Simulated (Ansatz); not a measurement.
# Molecular dynamics of C$_{3}$H$_{3}$NSi (part 1 of 3)

- system: C$_{3}$H$_{3}$NSi
- method: RKS revPBE/6-31G* (Ansatz 0.2.0)

The geometry comes from this level: PBE0-D4/def2-TZVP. Figures and captions count atoms from 1; the log counts them from 0 in places.

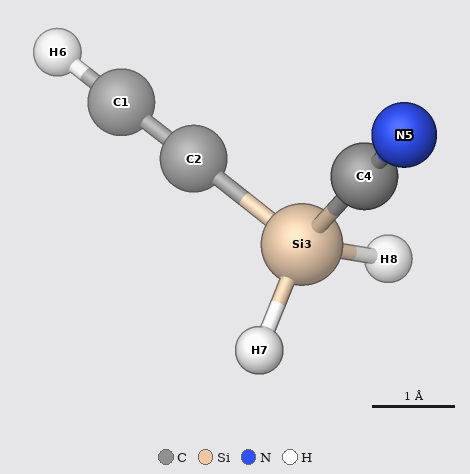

The structure as given in the input (ball-and-stick view, seen at a tilt; atoms are numbered from 1 in the order of the input).

**Key numbers**

- outcome: finished
- mean temperature over the second half: 231 K
- trajectory: 50 steps, 50 fs
- ensemble: nvt_langevin
- temperature in the input: 300 K
- time step: 1 fs
- potential energy (last step): −12521.6949 eV
- SCF solution under orbital rotations (last step): stable
- largest force (length of the vector) (last step): 0.844 eV/Å
- dipole moment (last step): 3.69 D
- hardware: 2 threads of Arm Neoverse V2, 23 GiB of memory available, shared host
- wall time: 57 s (CPU time 1.8 min)
- peak memory: 0.11 GiB

So short a trajectory is not equilibrated. The logged temperature at the start can lie below the typed one, since it is counted over all degrees of freedom.

**The input**
```yaml
crystal:
  periodic: [false, false, false]
  atoms:
    - {symbol: C, position_ang: [0.603334, 0.178255, 2.174257]}
    - {symbol: C, position_ang: [0.441189, -0.068810, 1.006200]}
    - {symbol: Si, position_ang: [0.211834, -0.454153, -0.748155]}
    - {symbol: C, position_ang: [-1.143976, 0.617035, -1.406263]}
    - {symbol: N, position_ang: [-1.986968, 1.276134, -1.831467]}
    - {symbol: H, position_ang: [0.744657, 0.399189, 3.208058]}
    - {symbol: H, position_ang: [1.430828, -0.146391, -1.524339]}
    - {symbol: H, position_ang: [-0.208696, -1.858357, -0.933992]}
basis:
  gaussian: {orbitals: "6-31G*"}
hamiltonian: {xc: {name: revPBE}}
md: {timestep: 1 fs, n_steps: 50, ensemble: nvt_langevin, temperature: 300, initial_velocities: maxwell_boltzmann, friction: 0.01, seed: 259}
```

Launch command:
```bash
ansatz run in.yaml --threads 2 --pin off --events-out ev --progress --plain --max-ram 4352MiB
```

**Log**
```
Functional definition: revPBE
  name "revPBE"
  cite "Zhang & Yang, Phys. Rev. Lett. 80, 890 (1998) doi:10.1103/PhysRevLett.80.890"
  cite "Perdew, Burke & Ernzerhof, Phys. Rev. Lett. 77, 3865 (1996) doi:10.1103/PhysRevLett.77.3865"
  parameter kappa = 1.245
  parameter beta = 0.06672455060314922
  exchange = pbe_x(kappa = kappa, mu = beta*pi^2/3)
  correlation = pbe_c(beta = beta)
995 factors; their error is unknown
mean field evaluation 1: about -12514.3875 eV, gradient 5.4e1 eV
mean field evaluation 2: about -12497.9828 eV, gradient 9.6e1 eV
mean field evaluation 4: about -12521.6347 eV, gradient 7.0e0 eV
mean field evaluation 8: about -12521.7662 eV, gradient 2.8e-1 eV
mean field evaluation 16: about -12521.7004 eV, gradient 1.3e-4 eV
mean field -12521.70039934 eV, -460.1640021625 hartree, gradient 4.8e-5 eV, S^2 0.000000; 0 other end points of the search recorded, 0 dependent functions left out
the calculation of the forces begins
reference -12521.70043934 eV, -460.1640036323 hartree; 21, 21 occupied and 64, 64 virtual orbitals, 995 factors
md step     0: t =     0.00 fs  T =   262.5 K  F+E_penalty+E_count = -12521.70039934 eV  E_kin = 0.271446 eV  (27 SCF iters)
these checks for a lower state are left out or cut short: starts, cluster_reference, orbital_swaps, neighbouring_geometries, increment
995 factors; their error is unknown
mean field -12521.70533747 eV, -460.1641836355 hartree, gradient 1.2e-5 eV, S^2 0.000000; 0 other end points of the search recorded, 0 dependent functions left out
the calculation of the forces begins
reference -12521.70537749 eV, -460.1641851062 hartree; 21, 21 occupied and 64, 64 virtual orbitals, 995 factors
md step     1: t =     1.00 fs  T =   246.2 K  F+E_penalty+E_count = -12521.70533747 eV  E_kin = 0.254634 eV  (31 SCF iters)
[... from here on the SCF iterations and repeated set-up lines of each step are left out, up to the last step ...]
md step     2: t =     2.00 fs  T =   263.9 K  F+E_penalty+E_count = -12521.71381271 eV  E_kin = 0.272861 eV  (31 SCF iters)
md step     3: t =     3.00 fs  T =   269.5 K  F+E_penalty+E_count = -12521.72090879 eV  E_kin = 0.278647 eV  (31 SCF iters)
md step     4: t =     4.00 fs  T =   237.9 K  F+E_penalty+E_count = -12521.71876418 eV  E_kin = 0.245970 eV  (30 SCF iters)
md step     5: t =     5.00 fs  T =   212.0 K  F+E_penalty+E_count = -12521.70714014 eV  E_kin = 0.219236 eV  (31 SCF iters)
md step     6: t =     6.00 fs  T =   204.9 K  F+E_penalty+E_count = -12521.68833455 eV  E_kin = 0.211922 eV  (31 SCF iters)
md step     7: t =     7.00 fs  T =   191.2 K  F+E_penalty+E_count = -12521.66625826 eV  E_kin = 0.197716 eV  (31 SCF iters)
md step     8: t =     8.00 fs  T =   185.8 K  F+E_penalty+E_count = -12521.65129195 eV  E_kin = 0.192081 eV  (31 SCF iters)
md step     9: t =     9.00 fs  T =   157.8 K  F+E_penalty+E_count = -12521.64323252 eV  E_kin = 0.163178 eV  (31 SCF iters)
md step    10: t =    10.00 fs  T =   163.6 K  F+E_penalty+E_count = -12521.63835671 eV  E_kin = 0.169211 eV  (31 SCF iters)
md step    11: t =    11.00 fs  T =   170.6 K  F+E_penalty+E_count = -12521.63798040 eV  E_kin = 0.176390 eV  (31 SCF iters)
md step    12: t =    12.00 fs  T =   190.3 K  F+E_penalty+E_count = -12521.63664144 eV  E_kin = 0.196765 eV  (31 SCF iters)
md step    13: t =    13.00 fs  T =   186.1 K  F+E_penalty+E_count = -12521.62738346 eV  E_kin = 0.192457 eV  (31 SCF iters)
md step    14: t =    14.00 fs  T =   168.7 K  F+E_penalty+E_count = -12521.60879892 eV  E_kin = 0.174432 eV  (31 SCF iters)
md step    15: t =    15.00 fs  T =   145.5 K  F+E_penalty+E_count = -12521.59184944 eV  E_kin = 0.150452 eV  (31 SCF iters)
md step    16: t =    16.00 fs  T =   148.9 K  F+E_penalty+E_count = -12521.58407688 eV  E_kin = 0.153925 eV  (31 SCF iters)
md step    17: t =    17.00 fs  T =   170.9 K  F+E_penalty+E_count = -12521.59172463 eV  E_kin = 0.176757 eV  (27 SCF iters)
md step    18: t =    18.00 fs  T =   187.1 K  F+E_penalty+E_count = -12521.61168222 eV  E_kin = 0.193446 eV  (32 SCF iters)
md step    19: t =    19.00 fs  T =   191.4 K  F+E_penalty+E_count = -12521.63198566 eV  E_kin = 0.197951 eV  (31 SCF iters)
md step    20: t =    20.00 fs  T =   223.3 K  F+E_penalty+E_count = -12521.64170422 eV  E_kin = 0.230928 eV  (31 SCF iters)
md step    21: t =    21.00 fs  T =   208.3 K  F+E_penalty+E_count = -12521.63519426 eV  E_kin = 0.215431 eV  (31 SCF iters)
md step    22: t =    22.00 fs  T =   205.3 K  F+E_penalty+E_count = -12521.62258782 eV  E_kin = 0.212339 eV  (31 SCF iters)
md step    23: t =    23.00 fs  T =   241.7 K  F+E_penalty+E_count = -12521.61287740 eV  E_kin = 0.249919 eV  (31 SCF iters)
md step    24: t =    24.00 fs  T =   233.1 K  F+E_penalty+E_count = -12521.61013335 eV  E_kin = 0.241053 eV  (31 SCF iters)
md step    25: t =    25.00 fs  T =   225.6 K  F+E_penalty+E_count = -12521.61801099 eV  E_kin = 0.233283 eV  (32 SCF iters)
md step    26: t =    26.00 fs  T =   228.9 K  F+E_penalty+E_count = -12521.63338279 eV  E_kin = 0.236661 eV  (31 SCF iters)
md step    27: t =    27.00 fs  T =   262.6 K  F+E_penalty+E_count = -12521.64799559 eV  E_kin = 0.271562 eV  (31 SCF iters)
md step    28: t =    28.00 fs  T =   279.5 K  F+E_penalty+E_count = -12521.64678037 eV  E_kin = 0.288991 eV  (31 SCF iters)
md step    29: t =    29.00 fs  T =   287.0 K  F+E_penalty+E_count = -12521.62673407 eV  E_kin = 0.296783 eV  (31 SCF iters)
md step    30: t =    30.00 fs  T =   246.9 K  F+E_penalty+E_count = -12521.60328198 eV  E_kin = 0.255290 eV  (31 SCF iters)
md step    31: t =    31.00 fs  T =   230.3 K  F+E_penalty+E_count = -12521.58727883 eV  E_kin = 0.238155 eV  (31 SCF iters)
md step    32: t =    32.00 fs  T =   240.4 K  F+E_penalty+E_count = -12521.58026380 eV  E_kin = 0.248580 eV  (31 SCF iters)
md step    33: t =    33.00 fs  T =   242.9 K  F+E_penalty+E_count = -12521.58797085 eV  E_kin = 0.251184 eV  (31 SCF iters)
md step    34: t =    34.00 fs  T =   268.8 K  F+E_penalty+E_count = -12521.59934124 eV  E_kin = 0.278010 eV  (31 SCF iters)
md step    35: t =    35.00 fs  T =   256.1 K  F+E_penalty+E_count = -12521.59436717 eV  E_kin = 0.264865 eV  (29 SCF iters)
md step    36: t =    36.00 fs  T =   222.3 K  F+E_penalty+E_count = -12521.57400976 eV  E_kin = 0.229826 eV  (31 SCF iters)
md step    37: t =    37.00 fs  T =   186.0 K  F+E_penalty+E_count = -12521.54437312 eV  E_kin = 0.192315 eV  (31 SCF iters)
md step    38: t =    38.00 fs  T =   168.4 K  F+E_penalty+E_count = -12521.51338028 eV  E_kin = 0.174137 eV  (31 SCF iters)
md step    39: t =    39.00 fs  T =   163.6 K  F+E_penalty+E_count = -12521.49503665 eV  E_kin = 0.169179 eV  (31 SCF iters)
md step    40: t =    40.00 fs  T =   151.0 K  F+E_penalty+E_count = -12521.49670048 eV  E_kin = 0.156104 eV  (32 SCF iters)
md step    41: t =    41.00 fs  T =   156.3 K  F+E_penalty+E_count = -12521.51526848 eV  E_kin = 0.161636 eV  (32 SCF iters)
md step    42: t =    42.00 fs  T =   186.6 K  F+E_penalty+E_count = -12521.53885594 eV  E_kin = 0.192909 eV  (32 SCF iters)
md step    43: t =    43.00 fs  T =   169.5 K  F+E_penalty+E_count = -12521.55318477 eV  E_kin = 0.175302 eV  (32 SCF iters)
md step    44: t =    44.00 fs  T =   189.3 K  F+E_penalty+E_count = -12521.55668705 eV  E_kin = 0.195774 eV  (31 SCF iters)
md step    45: t =    45.00 fs  T =   217.2 K  F+E_penalty+E_count = -12521.55955372 eV  E_kin = 0.224598 eV  (31 SCF iters)
md step    46: t =    46.00 fs  T =   232.0 K  F+E_penalty+E_count = -12521.57247741 eV  E_kin = 0.239948 eV  (31 SCF iters)
md step    47: t =    47.00 fs  T =   252.3 K  F+E_penalty+E_count = -12521.59986364 eV  E_kin = 0.260883 eV  (31 SCF iters)
md step    48: t =    48.00 fs  T =   291.8 K  F+E_penalty+E_count = -12521.63816901 eV  E_kin = 0.301772 eV  (31 SCF iters)
md step    49: t =    49.00 fs  T =   310.6 K  F+E_penalty+E_count = -12521.67500464 eV  E_kin = 0.321143 eV  (31 SCF iters)
these checks for a lower state are left out or cut short: starts, cluster_reference, orbital_swaps, neighbouring_geometries, increment
995 factors; their error is unknown
mean field -12521.69483788 eV, -460.1637977826 hartree, gradient 1.3e-5 eV, S^2 0.000000; 0 other end points of the search recorded, 0 dependent functions left out
the calculation of the forces begins
reference -12521.69487734 eV, -460.1637992326 hartree; 21, 21 occupied and 64, 64 virtual orbitals, 995 factors
995 factors; their error is unknown
mean field evaluation 416: about -12521.7584 eV, gradient 2.8e-1 eV
mean field -12521.69483788 eV, -460.1637977826 hartree, gradient 1.4e-5 eV, S^2 0.000000; 1 other end points of the search recorded, 0 dependent functions left out
the calculation of the forces begins
reference -12521.69487734 eV, -460.1637992326 hartree; 21, 21 occupied and 64, 64 virtual orbitals, 995 factors
md step    50: t =    50.00 fs  T =   332.6 K  F+E_penalty+E_count = -12521.69483788 eV  E_kin = 0.343969 eV  (29 SCF iters)
```

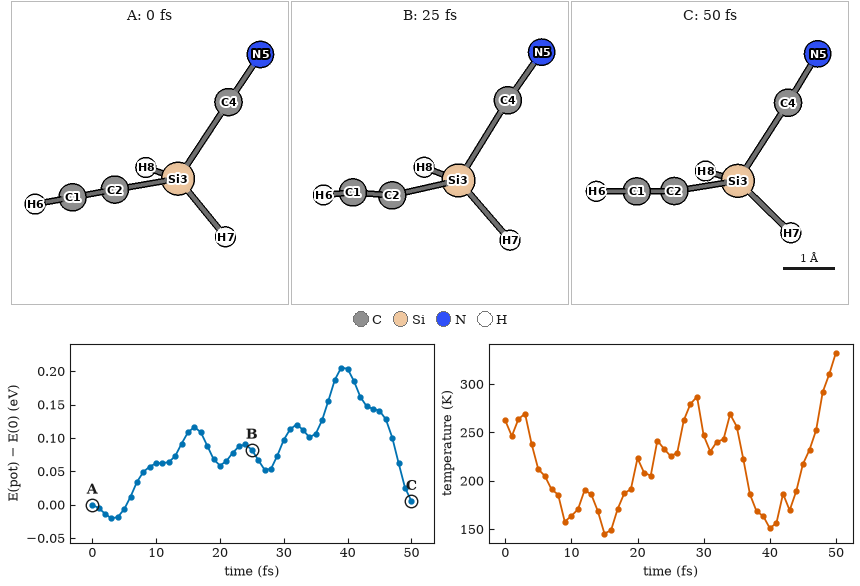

Frames of the molecular dynamics (ball-and-stick, seen at a tilt) above the curves, on which the letters mark them. The trajectory kept here has 51 frames over 50 fs. The temperature starts at 262 K, ranges from 145 to 333 K and averages 231 K over the second half. The potential energy ends 0.006 eV above its first value. After an unweighted best fit of the last frame on the first, the root-mean-square displacement is 0.12 Å.

```
Total energy: -12521.69487734 eV, -460.1637992326 hartree
Atom 0 at     0.680657     0.140828     2.126068 Å, force     0.002537    -0.270471     0.703110 eV/Å
Atom 1 at     0.581155    -0.198417     0.952211 Å, force     0.154707     0.311527     0.337775 eV/Å
Atom 2 at     0.279592    -0.448075    -0.802016 Å, force    -0.663093     0.320174    -0.411987 eV/Å
Atom 3 at    -1.126267     0.684671    -1.303697 Å, force    -0.145093    -0.023428     0.216228 eV/Å
Atom 4 at    -1.995678     1.446166    -1.534022 Å, force     0.026741    -0.049013    -0.097503 eV/Å
Atom 5 at     0.734628     0.261595     3.205067 Å, force     0.049715     0.123957    -0.387631 eV/Å
Atom 6 at     1.348190    -0.011191    -1.700117 Å, force     0.666393     0.016793    -0.214413 eV/Å
Atom 7 at    -0.130685    -1.837202    -1.054177 Å, force    -0.091906    -0.429539    -0.145580 eV/Å
Dipole moment:     0.525697    -0.396347     0.396450 e Å
```

**Trajectory as extended XYZ (Å, eV, eV/Å), 51 frames, from step=0 to step=50**
```
8
Properties=species:S:1:pos:R:3:forces:R:3 step=0 time_fs=0.0 energy=-12521.70040 temperature=262.5
C     0.6033    0.1783    2.1743    0.2620   0.3925   1.8668
C     0.4412   -0.0688    1.0062   -0.2195  -0.4248  -1.8423
Si    0.2118   -0.4542   -0.7482   -0.0182   0.0307   0.0362
C    -1.1440    0.6170   -1.4063    2.0881  -1.6526   1.0002
N    -1.9870    1.2761   -1.8315   -2.3620   1.8499  -1.1862
H     0.7447    0.3992    3.2081    0.0485   0.0830   0.3759
H     1.4308   -0.1464   -1.5243    0.2638   0.0311  -0.1842
H    -0.2087   -1.8584   -0.9340   -0.0627  -0.3098  -0.0665
8
Properties=species:S:1:pos:R:3:forces:R:3 step=1 time_fs=1.0 energy=-12521.70534 temperature=246.2
C     0.6047    0.1776    2.1794    0.1337   0.2085   0.7683
C     0.4520   -0.0720    0.9995   -0.1051  -0.1879  -0.6480
Si    0.2094   -0.4539   -0.7505   -0.1514  -0.2281   0.0030
C    -1.1479    0.6170   -1.4069    2.4278  -1.9411   1.1810
N    -1.9889    1.2777   -1.8240   -2.7024   2.1246  -1.3433
H     0.7540    0.4256    3.2071    0.0344   0.0496   0.3494
H     1.4216   -0.1423   -1.5208    0.3850   0.0660  -0.2805
H    -0.2017   -1.8724   -0.9447   -0.0219  -0.0916  -0.0299
8
Properties=species:S:1:pos:R:3:forces:R:3 step=2 time_fs=2.0 energy=-12521.71381 temperature=263.9
C     0.6056    0.1764    2.1852    0.0606   0.0792  -0.1081
C     0.4629   -0.0758    0.9933   -0.0103   0.0408   0.4874
Si    0.2076   -0.4532   -0.7526   -0.2159  -0.5129  -0.0345
C    -1.1498    0.6151   -1.4060    2.1529  -1.7387   1.0531
N    -1.9929    1.2808   -1.8177   -2.4654   1.9443  -1.2134
H     0.7666    0.4532    3.2095   -0.0084  -0.0290   0.1569
H     1.4151   -0.1404   -1.5191    0.4727   0.0990  -0.3517
H    -0.1942   -1.8859   -0.9566    0.0138   0.1173   0.0103
8
Properties=species:S:1:pos:R:3:forces:R:3 step=3 time_fs=3.0 energy=-12521.72091 temperature=269.5
C     0.6063    0.1748    2.1913    0.0405   0.0122  -0.7610
C     0.4736   -0.0796    0.9880    0.0523   0.2322   1.4592
Si    0.2057   -0.4530   -0.7550   -0.1263  -0.7176  -0.0848
C    -1.1500    0.6113   -1.4042    1.3975  -1.1464   0.6943
N    -1.9983    1.2850   -1.8123   -1.7821   1.4077  -0.8720
H     0.7815    0.4812    3.2138   -0.0719  -0.1439  -0.1280
H     1.4139   -0.1394   -1.5207    0.4649   0.1131  -0.3580
H    -0.1853   -1.8949   -0.9723    0.0251   0.2427   0.0503
8
Properties=species:S:1:pos:R:3:forces:R:3 step=4 time_fs=4.0 energy=-12521.71876 temperature=237.9
C     0.6061    0.1739    2.1965    0.0539  -0.0294  -1.2758
C     0.4842   -0.0827    0.9839    0.0739   0.3680   2.1680
Si    0.2036   -0.4535   -0.7575    0.1143  -0.8497  -0.1634
C    -1.1491    0.6064   -1.4019    0.4013  -0.3554   0.2287
N    -2.0043    1.2898   -1.8079   -0.8787   0.6894  -0.4359
H     0.7964    0.5062    3.2150   -0.1283  -0.2394  -0.3227
H     1.4181   -0.1392   -1.5271    0.3453   0.1022  -0.2881
H    -0.1745   -1.9015   -0.9891    0.0184   0.3142   0.0893
8
Properties=species:S:1:pos:R:3:forces:R:3 step=5 time_fs=5.0 energy=-12521.70714 temperature=212.0
C     0.6051    0.1733    2.2006    0.0738  -0.0752  -1.7026
C     0.4947   -0.0857    0.9818    0.0558   0.4413   2.5608
Si    0.2016   -0.4544   -0.7596    0.4591  -0.8972  -0.2594
C    -1.1476    0.6015   -1.3995   -0.5821   0.4362  -0.2194
N    -2.0100    1.2948   -1.8041    0.0111  -0.0264  -0.0170
H     0.8086    0.5270    3.2103   -0.1530  -0.2763  -0.3319
H     1.4265   -0.1389   -1.5384    0.1346   0.0675  -0.1524
H    -0.1646   -1.9043   -1.0053    0.0007   0.3301   0.1219
```
